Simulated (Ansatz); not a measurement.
# Calculations on CH$_{6}$N$_{2}$Si

**1. Relaxation**

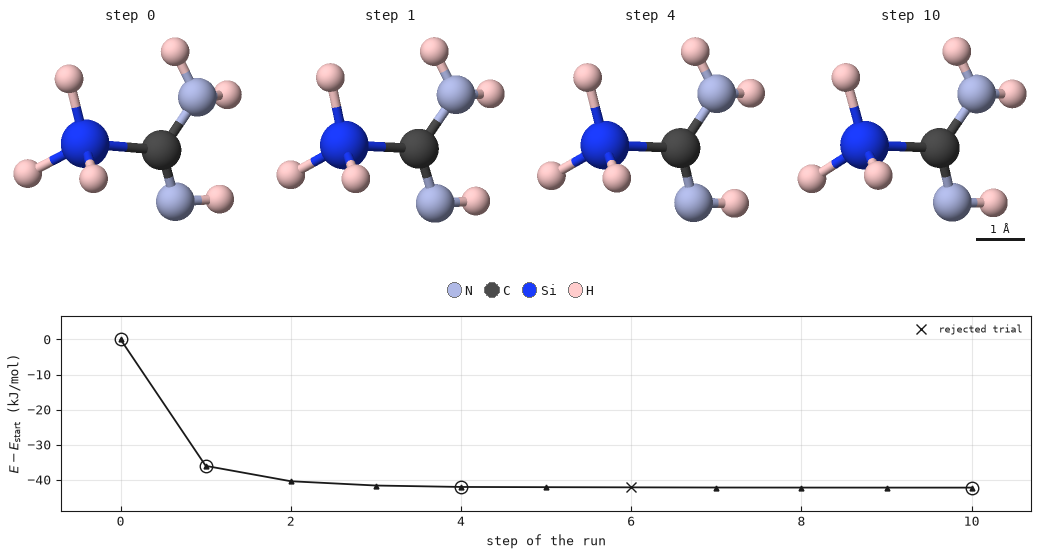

Frames of a relaxation of CH6N2Si, marked on the history of the run. A ball-and-stick model, seen at a tilt.

The run prepares an end point of a later path (torsion) calculation, from a guessed geometry.

The calculation used RHF/def2-SVP in Ansatz.

Input
```yaml
crystal:
  periodic: [false, false, false]
  atoms:
    - { symbol: "N", position_ang: [-1.3043, 1.0474, 0.0333] }
    - { symbol: C, position_ang: [-0.2628, 0.4228, -0.1373] }
    - { symbol: "N", position_ang: [0.8157, 0.9675, -0.7397] }
    - { symbol: Si, position_ang: [-0.1449, -1.3809, 0.495] }
    - { symbol: H, position_ang: [-1.2512, 2.0202, -0.3983] }
    - { symbol: H, position_ang: [0.9095, 1.9924, -0.7582] }
    - { symbol: H, position_ang: [1.7705, 0.5175, -0.5541] }
    - { symbol: H, position_ang: [-1.0027, -2.2822, -0.3551] }
    - { symbol: H, position_ang: [1.1951, -1.858, 0.4721] }
    - { symbol: H, position_ang: [-0.6418, -1.4979, 1.9452] }
basis:
  gaussian: { orbitals: def2-SVP }
hamiltonian:
  xc: hf
relax:
  f_tol: 0.015
  max_steps: 40
output:
  orbitals: {}
```

Launched with:
```bash
ansatz run input.yaml --threads 1 --pin off --max-ram 2048MiB --backend cpu --events-out ev --progress --plain --runs-dir out
```

Describe the path.

Over 9 accepted moves (10 points after the start) the energy falls by 42.2 kJ/mol. Largest force component: 4.9 eV/Å at the start, 0.012 eV/Å at the end. The line search rejected the trial step at point 6 of the run. The atom that moves furthest after the best rigid fit is H6 (0.18 Å). By element the largest moves are H 0.18 Å, C 0.08 Å, N 0.07 Å, Si 0.04 Å. Some distances before and after: N3–H7 1.072 → 0.998 Å, Si4–H9 1.423 → 1.487 Å, Si4–H10 1.537 → 1.475 Å, N1–H5 1.066 → 1.012 Å. Bond angles that change, for instance: H6–N3–H7 109.9° → 115.0°, N1–C2–Si4 119.1° → 114.6°, N1–C2–N3 122.3° → 126.2°. From step 0 to 1: H6 moves most (0.12 Å), energy −36.0 kJ/mol. From step 1 to 4: H9 moves most (0.06 Å), energy −6.01 kJ/mol. From step 4 to 10: H atoms move most (0.07 Å), energy −0.19 kJ/mol.

**2. Relaxation**

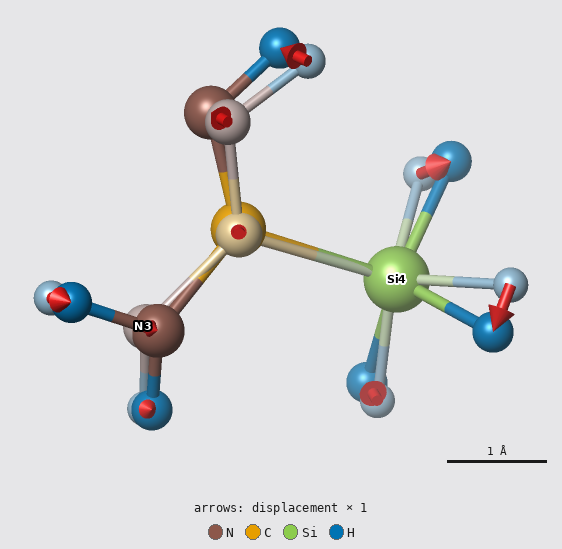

A relaxation of CH6N2Si. The starting structure is drawn faded, the final one solid; red arrows show the displacements, at their true length. The two geometries are superimposed by the best rigid fit.

Style: ball-and-stick. Shown at a tilt.

The run prepares an end point of a later path (torsion) calculation, from a guessed geometry.

Level of theory: Ansatz 0.2.0, RHF/def2-SVP. Set-up: no spin polarisation; force threshold 0.015 eV/Å; at most 40 steps.

### Atoms of which element are displaced furthest, and by how much?

Hydrogen: up to 0.52 Å, against 0.31 Å for nitrogen.

### What happened in the run?

The energy falls by 10.8 kcal/mol in 13 geometry steps. Largest force component: 3.9 eV/Å at the start, 0.0082 eV/Å at the end. The largest moves after the best rigid fit, 0.52 Å, are those of H atoms. By element the largest moves are H 0.52 Å, N 0.31 Å, C 0.13 Å, Si 0.05 Å. Near-neighbour distances that change, for instance: H–N 1.072 → 0.999 Å, H–Si 1.423 → 1.483 Å, H–Si 1.537 → 1.479 Å, C–N 1.226 → 1.261 Å. Among the angles between lasting bonds that change: N–C–Si 119.1° → 124.0°, H–N–H 109.9° → 114.2°, C–N–H 118.9° → 114.7°. Groups turn about C–Si by about 30°. The run took 32 s on 1 thread of Intel(R) Xeon(R) Platinum 8259CL CPU @ 2.50GHz (Skylake/Cascade Lake), on a shared host, peak memory 0.17 GiB.

**3. Path**

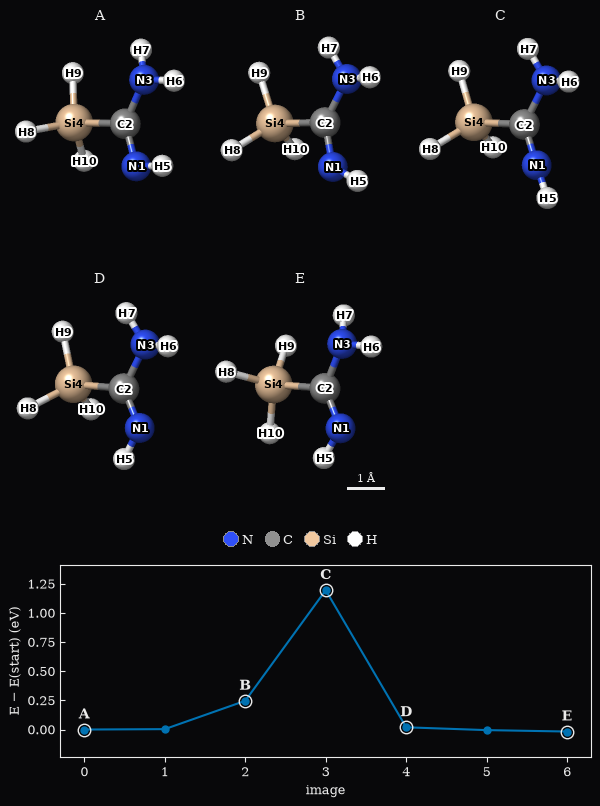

NEB run on CH₆N₂Si. Images are numbered from 0 (start) to 6 (end). Frames A to E are images 0, 2, 3, 4, 6. The picture is a ball-and-stick view, seen from a free direction.

These are results of RHF/def2-SVP (Ansatz 0.2.0), not measurements. Set-up: 5 movable images; climbing image; force threshold 0.05 eV/Å; iteration limit 60; starting path by image-dependent pair potential.

Read off the barrier and say what moves.

The highest point, image 3, lies 1.20 eV above the start and 1.21 eV above the end; the end is at −0.02 eV relative to the start. The motion is an in-plane inversion: the angle C2–N1–H5 opens from 113° to 177° on the way and closes on the other side (112° at the end). No bond forms or breaks between the ends. Among the angles between lasting bonds that change up to the highest image: C2–N1–H5 113.0° → 177.0°, N1–C2–Si4 114.6° → 118.0°. The band converged in 25 iterations. The largest component of the band force went from 4 to 0.039 eV/Å. The climbing image converged on the top of the path. Its vibrational analysis gives one imaginary mode (1193i cm⁻¹), as a transition state must have.

The run took 4 min on 1 thread of Intel(R) Xeon(R) Platinum 8259CL CPU @ 2.50GHz (Skylake/Cascade Lake), on a shared host, peak memory 0.18 GiB.
